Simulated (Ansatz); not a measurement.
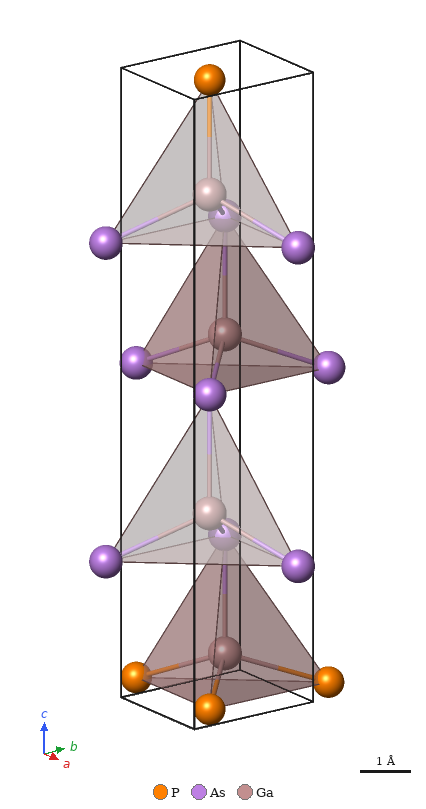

A polyhedral rendering, viewed slightly off an axis. Lines trace the edges of the conventional unit cell. Some atoms of the next cells are drawn as well.

Ga4As3P, space group P3m1 (No. 156), a = 3.957 Å, b = 3.957 Å, c = 13.042 Å, α = 90.00°, β = 90.00°, γ = 120.00°. The structure was taken from a structure type filled with these elements by a generator (whether the compound takes this form wasn't checked). Earlier steps of the study, as a rule a relaxation of our own, may have changed the cell and positions, so they can lie some per cent off the listed ones. It was run through Ansatz as a DFT input.

This one geometry was computed with Ansatz (DFT, plane waves, PAW) at five levels of theory: PBE, PBE with spin-orbit coupling, r2SCAN, PBE0 and HSE06. It was relaxed beforehand with r2SCAN.

Q: Which level gives the highest pressure at this volume, and what does that say about its equilibrium volume?

A: Highest: PBE (2.7 GPa) and PBE with spin-orbit coupling (2.7 GPa), which points to the largest equilibrium volume. Lowest, with the smallest volume: r2SCAN (0.0 GPa) and PBE0 (0.4 GPa). Levels within 0.5 GPa of each other can't be told apart.

Q: How does the band gap change with the level of theory?

A: PBE with spin-orbit coupling: a gap of 0.59 eV, direct; PBE: a gap of 0.70 eV, direct; r2SCAN: a gap of 1.10 eV, direct; HSE06: a gap of 1.47 eV, direct; PBE0: a gap of 2.10 eV, direct.

Q: Collect the results in a table.

A:
| level | cutoff (eV) | k-mesh of the run's cell | gap (eV) | pressure (GPa) |
| --- | --- | --- | --- | --- |
| PBE | 420 | 12×12×2 | 0.70 | 2.7 |
| PBE with spin-orbit coupling | 420 | 12×12×2 | 0.59 | 2.7 |
| r2SCAN | 500 | 12×12×2 | 1.10 | 0.0 |
| PBE0 | 420 | 6×6×2 | 2.10 | 0.4 |
| HSE06 | 420 | 6×6×2 | 1.47 | 0.6 |

Gaps are taken on the k-mesh or band path of each run.
